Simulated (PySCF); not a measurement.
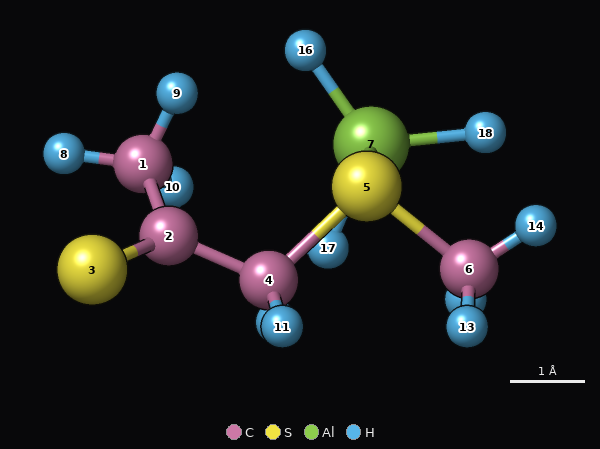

Fig. 1: The structure as given in the input (ball-and-stick view, seen at a tilt; atoms are numbered from 1 in the order of the input). Sticks mark near contacts. Bond lengths as drawn: Al–H 1.56 to 1.59 Å, Al–S 2.48 Å, C–C 1.48 to 1.49 Å, C–H 1.09 to 1.10 Å and C–S 1.62 to 1.84 Å.

NMR shielding calculation of C4H11AlS2

C4H11AlS2, computed with GIAO PBE0/pcSseg-1 NMR shielding, non-relativistic, gas phase (PySCF 2.14.0).

The geometry comes from this level: GFN2-xTB. It belongs to a series of runs on one base structure; here: H on C replaced by C(S)CH3. Figures and captions count atoms from 1; the log counts them from 0 in places.

Output
```
coarse grid: 16040 points
cycle   1  E = -1197.0703617753  dE =  5.195e-01  |g| = 3.786e-01  |ddm| = 3.839e+00
cycle   2  E = -1197.0149489025  dE =  5.541e-02  |g| = 6.102e-01  |ddm| = 1.130e+00
cycle   3  E = -1197.1099879560  dE = -9.504e-02  |g| = 1.397e-01  |ddm| = 8.129e-01
cycle   4  E = -1197.1148934946  dE = -4.906e-03  |g| = 4.046e-02  |ddm| = 1.859e-01
cycle   5  E = -1197.1153247873  dE = -4.313e-04  |g| = 6.397e-03  |ddm| = 5.463e-02
cycle   6  E = -1197.1153348775  dE = -1.009e-05  |g| = 2.311e-03  |ddm| = 1.177e-02
cycle   7  E = -1197.1153361633  dE = -1.286e-06  |g| = 5.830e-04  |ddm| = 3.384e-03
final grid: 139312 points
cycle   8  E = -1197.1629660033  dE = -4.981e-05  |g| = 1.059e-02  |ddm| = 4.830e-02
cycle   9  E = -1197.1629048631  dE =  6.114e-05  |g| = 1.821e-02  |ddm| = 2.795e-02
cycle  10  E = -1197.1629916995  dE = -8.684e-05  |g| = 3.203e-03  |ddm| = 2.208e-02
cycle  11  E = -1197.1629944366  dE = -2.737e-06  |g| = 3.389e-04  |ddm| = 3.681e-03
cycle  12  E = -1197.1629944650  dE = -2.846e-08  |g| = 1.122e-04  |ddm| = 5.808e-04
cycle  13  E = -1197.1629944682  dE = -3.130e-09  |g| = 3.419e-05  |ddm| = 1.572e-04
cycle  14  E = -1197.1629944685  dE = -3.097e-10  |g| = 6.189e-06  |ddm| = 4.175e-05
```

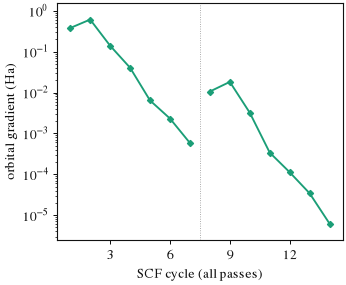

Fig. 2: Convergence of the self-consistent field: orbital gradient against the SCF cycle. The dotted line marks the change from a coarse to the final integration grid. The first 7 cycles use a coarse grid, the final grid takes over at cycle 8, and the field converges after 14 cycles in all.

```
converged SCF energy = -1197.1629944685

GIAO shielding tensors (ppm)
atom      isotropic    diamagn.    paramagn.     s11        s22        s33       span
  0 C      139.594     249.608    -110.014    113.640    134.990    170.150     56.509
  1 C      -80.102     258.817    -338.919   -256.054   -127.366    143.114    399.167
  2 S     -581.399    1055.386   -1636.786  -1865.606   -406.476    527.883   2393.489
  3 C      119.437     255.380    -135.943     99.475    119.695    139.141     39.666
  4 S      567.486    1059.732    -492.246    425.436    502.990    774.032    348.596
  5 C      159.244     252.900     -93.655    143.055    152.573    182.105     39.049
  6 Al     395.497     795.415    -399.919    378.045    390.725    417.719     39.674
  7 H       28.248      29.093      -0.845     24.405     28.148     32.190      7.785
  8 H       28.553      29.964      -1.411     24.512     30.012     31.135      6.623
  9 H       27.684      30.382      -2.698     23.020     29.540     30.492      7.472
 10 H       27.597      33.171      -5.574     22.687     26.110     33.994     11.306
 11 H       27.595      32.806      -5.210     25.548     26.942     30.296      4.747
 12 H       29.629      30.078      -0.449     23.831     27.328     37.726     13.895
 13 H       29.277      29.694      -0.417     24.778     25.569     37.484     12.706
 14 H       28.888      30.784      -1.896     23.752     28.459     34.454     10.702
 15 H       27.115      29.818      -2.703     23.593     26.303     31.447      7.854
 16 H       27.363      30.527      -3.165     24.989     26.824     30.276      5.287
 17 H       27.510      30.165      -2.655     23.742     26.886     31.901      8.159
```

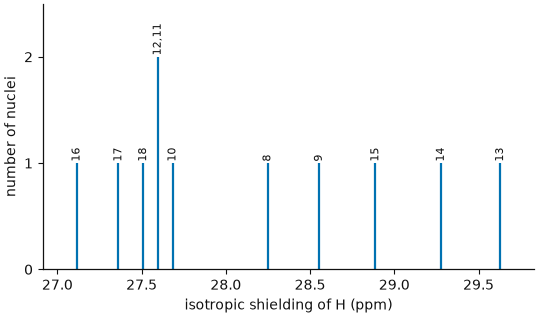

Fig. 3: Isotropic shieldings of the hydrogen nuclei in this fixed geometry, labelled by atom number; shielding grows to the right, so chemical shift grows to the left. The least shielded is H16 (27.1 ppm), the most shielded H13 (29.6 ppm).

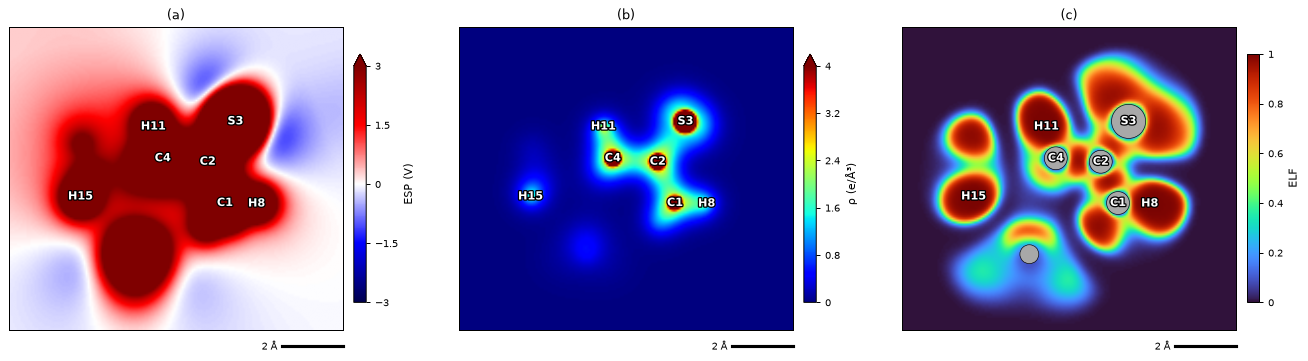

Fig. 4: (a) molecular electrostatic potential; (b) electron density; (c) ELF on the plane of atoms C2, C4 and H11. Grey discs, where drawn, cover atomic cores. The section cuts through C, S and H sites. C–C (1.48 Å): ρ is about 1.8 e/Å³ halfway; the ELF peaks at about 0.95 between the atoms (a shared electron pair). C–H (1.09 Å): ρ at the midpoint is about 2 e/Å³; the ELF climbs to about 1 towards the hydrogen, as it does in any bond to H (a covalent bond by its length).

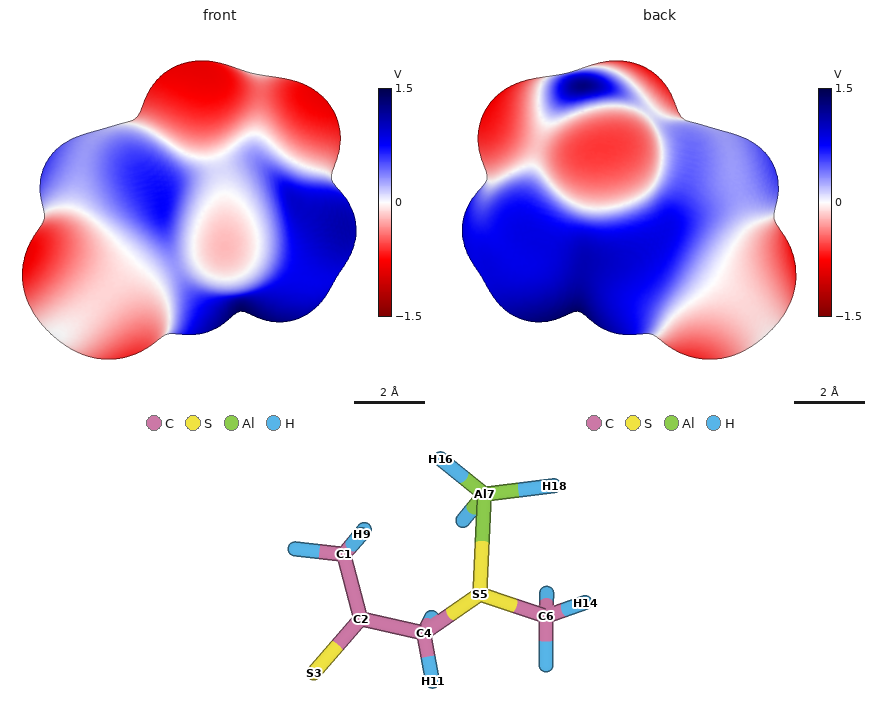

Fig. 5: The molecular electrostatic potential painted on the density surface at 0.001 e/bohr³, seen face on and from behind; red is negative and blue positive. The bare structure is drawn below in the same view. Its dipole moment is 2.50 D.

The run was set up as follows.

Input file
```
{"job": {"kind": "nmr", "xc": "PBE0", "basis": "pcSseg-1"}, "charge": 0, "multiplicity": 1}
C     -2.037365     0.731154    -0.648970
C     -1.987812    -0.118360     0.561706
S     -3.288764    -0.417706     1.487593
C     -0.677020    -0.734780     0.900795
S      0.679150     0.505536     1.038410
C      2.048059    -0.655131     1.245587
Al     1.326515     0.781086    -1.336710
H     -3.060976     0.878081    -0.983009
H     -1.604053     1.710081    -0.420057
H     -1.430287     0.299482    -1.451695
H     -0.727996    -1.262657     1.853310
H     -0.378570    -1.420978     0.099712
H      1.812616    -1.345168     2.050432
H      2.925802    -0.069898     1.503381
H      2.222982    -1.188378     0.307359
H      0.506710     2.063919    -1.675886
H      0.800219    -0.661897    -1.728761
H      2.862030     0.911931    -1.061508
```

The first line tells a small driver script what to run in PySCF; the rest is the geometry in Å.

Launched with:
```bash
OMP_NUM_THREADS=1 python <driver script> task.json out
```

Summary

- outcome: converged
- total energy: −1197.162994 hartree
- HOMO: −6.79 eV
- LUMO: −2.57 eV
- dipole moment: 2.50 D
- isotropic shielding, C: −80.1 to 159.2 ppm
- isotropic shielding, S: −581.4 to 567.5 ppm
- isotropic shielding, Al: 395.5 ppm
- isotropic shielding, H: 27.1 to 29.6 ppm
- hardware: 1 CPU thread, shared host
- wall time: 2 min
- peak memory: 0.88 GiB
